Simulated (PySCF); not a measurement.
# What a change does: NMR shielding calculation on C3H8Si

System: C3H8Si.
Method of run 1: GIAO PBE0/6-31G* NMR shielding, non-relativistic, gas phase (PySCF 2.14.0).

The geometry comes from this level: PBE0-D3(BJ)/def2-SVP. Text and figures count atoms from 1; the logs count them from 0 in places.

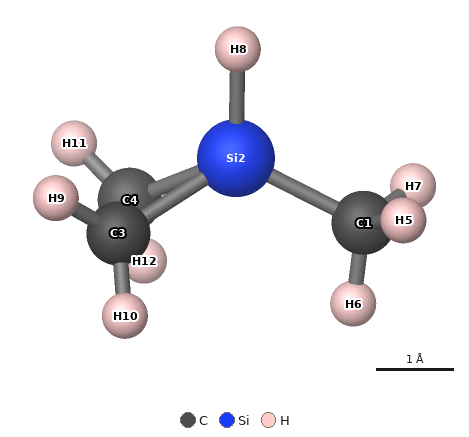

Fig. 1: The structure as given in the input (ball-and-stick view, seen at a tilt; atoms are numbered from 1 in the order of the input).

Input, run 1:
```
{"job": {"kind": "nmr", "xc": "PBE0", "basis": "6-31G*", "pop": true}, "charge": 0, "multiplicity": 1}
C      1.736717    -0.068367    -0.708998
Si     0.378370    -0.191277     0.569453
C     -1.354442    -0.634062     0.062732
C     -1.150026     0.855498     0.415390
H      2.284176    -1.018360    -0.804941
H      1.301664     0.178163    -1.689205
H      2.461023     0.718307    -0.447177
H      0.816072    -0.582271     1.935626
H     -1.985896    -1.213119     0.745611
H     -1.565418    -0.862359    -0.988476
H     -1.656549     1.220315     1.315941
H     -1.223540     1.566828    -0.415506
```

The first line tells a small driver script what to run in PySCF; the rest is the geometry in Å.

Launched with:
```bash
OMP_NUM_THREADS=1 python <driver script> task.json out
```

Hardware: 1 CPU thread, shared host.

Output (run 1):
```
coarse grid: 9848 points
cycle   1  E = -408.2856466004  dE =  2.188e-01  |g| = 4.580e-01  |ddm| = 2.895e+00
cycle   2  E = -408.2505270698  dE =  3.512e-02  |g| = 5.717e-01  |ddm| = 1.027e+00
cycle   3  E = -408.3430881239  dE = -9.256e-02  |g| = 5.152e-02  |ddm| = 6.227e-01
cycle   4  E = -408.3437547847  dE = -6.667e-04  |g| = 2.107e-02  |ddm| = 7.334e-02
cycle   5  E = -408.3438753612  dE = -1.206e-04  |g| = 2.975e-03  |ddm| = 2.108e-02
cycle   6  E = -408.3438781583  dE = -2.797e-06  |g| = 4.723e-04  |ddm| = 4.584e-03
final grid: 88528 points
cycle   7  E = -408.3012301713  dE = -1.210e-05  |g| = 6.921e-03  |ddm| = 1.422e-02
cycle   8  E = -408.3012231030  dE =  7.068e-06  |g| = 8.628e-03  |ddm| = 1.424e-02
cycle   9  E = -408.3012433367  dE = -2.023e-05  |g| = 5.783e-04  |ddm| = 8.214e-03
cycle  10  E = -408.3012434306  dE = -9.391e-08  |g| = 1.393e-04  |ddm| = 7.280e-04
cycle  11  E = -408.3012434358  dE = -5.170e-09  |g| = 2.395e-05  |ddm| = 1.363e-04
cycle  12  E = -408.3012434360  dE = -1.664e-10  |g| = 4.423e-06  |ddm| = 3.523e-05
converged SCF energy = -408.3012434360

GIAO shielding tensors (ppm)
atom      isotropic    diamagn.    paramagn.     s11        s22        s33       span
  0 C      201.078     250.954     -49.877    192.800    199.936    210.497     17.697
  1 Si     514.038     884.147    -370.109    404.930    420.108    717.076    312.145
  2 C      199.021     252.947     -53.927    178.150    194.612    224.300     46.150
  3 C      199.268     252.998     -53.730    178.126    195.120    224.558     46.432
  4 H       31.506      29.193       2.314     26.680     28.960     38.878     12.198
  5 H       32.491      30.390       2.101     26.871     30.604     39.997     13.126
  6 H       31.464      29.233       2.231     26.585     29.019     38.788     12.203
  7 H       28.656      30.007      -1.351     23.107     26.501     36.361     13.255
  8 H       31.442      29.989       1.453     26.094     27.322     40.911     14.817
  9 H       31.509      30.702       0.807     26.715     27.846     39.967     13.252
 10 H       31.426      29.987       1.439     26.072     27.318     40.888     14.817
 11 H       31.534      30.740       0.794     26.740     27.866     39.996     13.256
```

For run 2 the input was changed thus:
```diff
-"basis": "6-31G*"
+"basis": "IGLO-III"
```

Predict how the results change.

The total energy of run 2 is 51.5 kcal/mol lower, which measures the change of basis and not a stability. The HOMO goes from −6.39 to −6.57 eV. The LUMO goes from 1.39 to 0.79 eV. The dipole moment goes from 0.75 to 0.86 D. Of all shieldings, the largest change is that of Si2, by −54.1 ppm. The number of SCF iterations is the same. The basis functions go from 76 to 229.

Output (run 2):
```
coarse grid: 9848 points
cycle   1  E = -408.3208555498  dE =  1.897e-01  |g| = 4.847e-01  |ddm| = 2.261e+00
cycle   2  E = -408.2763855347  dE =  4.447e-02  |g| = 6.237e-01  |ddm| = 7.373e-01
cycle   3  E = -408.3792685382  dE = -1.029e-01  |g| = 6.407e-02  |ddm| = 4.597e-01
cycle   4  E = -408.3801093451  dE = -8.408e-04  |g| = 3.148e-02  |ddm| = 6.260e-02
cycle   5  E = -408.3803626109  dE = -2.533e-04  |g| = 5.006e-03  |ddm| = 2.156e-02
cycle   6  E = -408.3803684001  dE = -5.789e-06  |g| = 8.039e-04  |ddm| = 4.327e-03
final grid: 88528 points
cycle   7  E = -408.3832408645  dE = -6.232e-05  |g| = 7.240e-03  |ddm| = 3.777e-02
cycle   8  E = -408.3832329033  dE =  7.961e-06  |g| = 8.993e-03  |ddm| = 9.959e-03
cycle   9  E = -408.3832532593  dE = -2.036e-05  |g| = 6.961e-04  |ddm| = 5.821e-03
cycle  10  E = -408.3832533562  dE = -9.695e-08  |g| = 3.784e-04  |ddm| = 7.135e-04
cycle  11  E = -408.3832533937  dE = -3.743e-08  |g| = 4.455e-05  |ddm| = 2.480e-04
cycle  12  E = -408.3832533941  dE = -4.503e-10  |g| = 6.515e-06  |ddm| = 4.052e-05
converged SCF energy = -408.3832533941

GIAO shielding tensors (ppm)
atom      isotropic    diamagn.    paramagn.     s11        s22        s33       span
  0 C      191.755     249.183     -57.427    181.426    190.261    203.578     22.152
  1 Si     459.974     891.182    -431.208    343.938    354.517    681.468    337.529
  2 C      190.667     251.593     -60.926    168.842    186.119    217.039     48.197
  3 C      190.928     251.597     -60.669    168.785    186.674    217.326     48.541
  4 H       30.857      28.287       2.570     26.236     28.276     38.058     11.822
  5 H       31.885      30.039       1.845     26.765     29.801     39.088     12.322
  6 H       30.816      28.319       2.497     26.140     28.347     37.962     11.822
  7 H       28.144      30.187      -2.044     22.693     26.018     35.719     13.026
  8 H       30.954      30.574       0.380     25.713     26.845     40.305     14.592
  9 H       31.036      31.162      -0.126     26.267     27.513     39.328     13.061
 10 H       30.935      30.546       0.389     25.688     26.834     40.283     14.595
 11 H       31.061      31.181      -0.120     26.293     27.537     39.352     13.059
```

The two runs side by side:

```tsv
quantity	run 1	run 2
outcome	converged	converged
total energy (hartree)	−408.301243	−408.383253
HOMO (eV)	−6.39	−6.57
LUMO (eV)	1.39	0.79
dipole moment (D)	0.75	0.86
shielding of C1 (ppm)	201.1	191.8
shielding of Si2 (ppm)	514.0	460.0
shielding of C3 (ppm)	199.0	190.7
shielding of C4 (ppm)	199.3	190.9
shielding of H5 (ppm)	31.5	30.9
shielding of H6 (ppm)	32.5	31.9
shielding of H7 (ppm)	31.5	30.8
SCF iterations	12	12
basis functions	76	229
wall time (shared host)	4.3 s	17 s
```
